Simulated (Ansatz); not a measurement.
# C3H5ClSi: what the fields show

Input

```
crystal:
  periodic: [false, false, false]
  atoms:
    - {symbol: C, position_ang: [-1.103433, -0.986270, 0.562302]}
    - {symbol: C, position_ang: [-0.073020, -0.078753, 0.020318]}
    - {symbol: C, position_ang: [0.416384, 0.282292, -1.161016]}
    - {symbol: Cl, position_ang: [0.084495, -0.146700, -2.779049]}
    - {symbol: Si, position_ang: [1.262408, 1.161684, 0.158702]}
    - {symbol: H, position_ang: [-0.654548, -1.709562, 1.247908]}
    - {symbol: H, position_ang: [-1.844555, -0.423941, 1.136239]}
    - {symbol: H, position_ang: [-1.616214, -1.529694, -0.234796]}
    - {symbol: H, position_ang: [0.979306, 2.587512, 0.458058]}
    - {symbol: H, position_ang: [2.632277, 0.792330, 0.594334]}
basis:
  gaussian: {orbitals: def2-TZVPP}
hamiltonian: {xc: pbe0, dispersion: d4}
output: {orbitals: {seedname: orbitals}}
```

Launched as:

```sh
ansatz run in.yaml --threads 4 --pin off --events-out ev --progress --plain --max-ram 10444MiB
```

Geometry: PBE0-D4/def2-TZVP.

Level of theory: RKS PBE0-D4/def2-TZVPP in Ansatz.

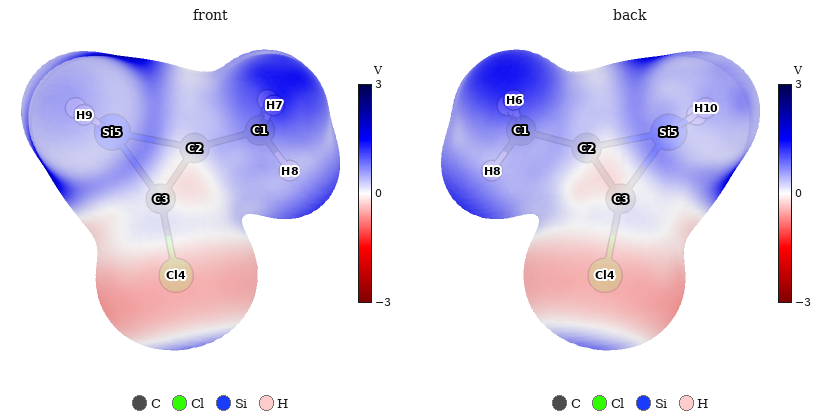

Figure 1. The electrostatic potential painted on the density surface at 0.004 e/bohr³, seen from the front and from behind; the colour scale runs from red (negative) to blue (positive).

Q: Which sites attract a positive test charge, and which a negative one?

A: A positive charge is drawn to the negative regions and a negative charge to the positive ones. The most negative region (about −0.6 V) lies over Cl4, the most positive (about +2.1 V) over Si5. Cl4 shows a σ-hole: about +0.8 V at the tip opposite its bond, against about −0.5 V on its flanks.

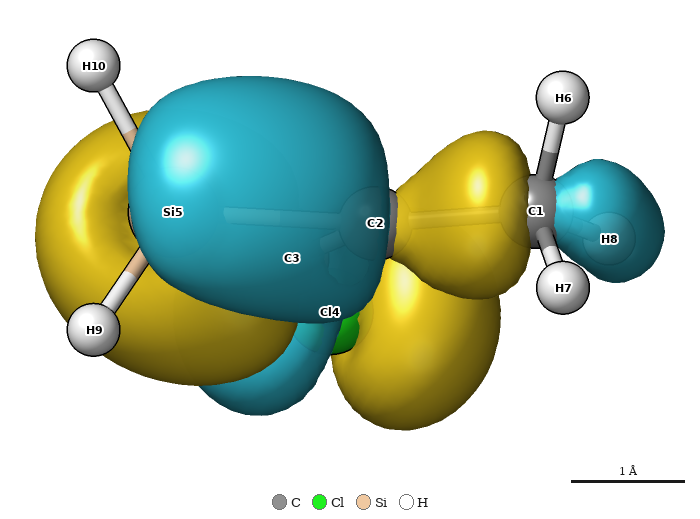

Figure 2. The HOMO−1 at ±0.1 Å⁻³ᐟ² (yellow and cyan are the two phases), seen from one side.

Q: Where does this orbital lie, and at what energy?

A: By Hirshfeld shares it lies mainly on Si5 (about 30 %), Cl4 (about 25 %), C3 (about 20 %) and C2 (about 15 %). Its energy is −7.64 eV.
